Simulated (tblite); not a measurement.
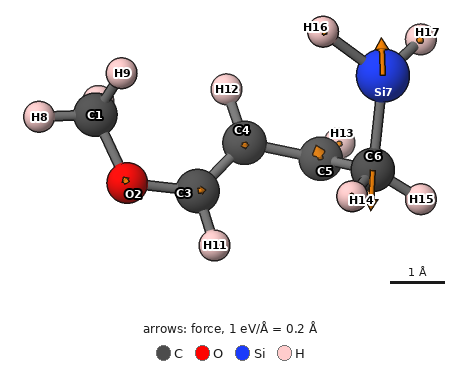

Starting geometry of C₅H₁₀OSi with the computed forces as orange arrows. A ball-and-stick model, seen face on.

These are results of tblite 0.8.0, GFN2-xTB geometry optimisation, gas phase, not measurements. 

Is this structure relaxed? If not, where do the atoms go?

It isn't relaxed: the largest force vector, on a C atom, is 3.92 eV/Å. The final displacements have little in common with the starting forces (cosine between the two patterns 0.13). The largest move after the best rigid fit is that of an H atom, 1.80 Å. Largest moves by element: H 1.80 Å, C 0.92 Å, O 0.76 Å, Si 0.20 Å. Some distances before and after: C–Si 2.281 → 1.909 Å, C–Si 1.772 → 1.875 Å, C–C 1.480 → 1.536 Å, H–Si 1.489 → 1.452 Å. Among the angles between lasting bonds that change: C–C–Si 88.6° → 67.2°, H–Si–H 111.9° → 118.3°, C–C–H 119.9° → 113.7°. Over 142 geometry steps the energy falls by 30.9 kcal/mol. Cost: 1.7 s on 1 thread of Arm Neoverse N1, on a shared host.
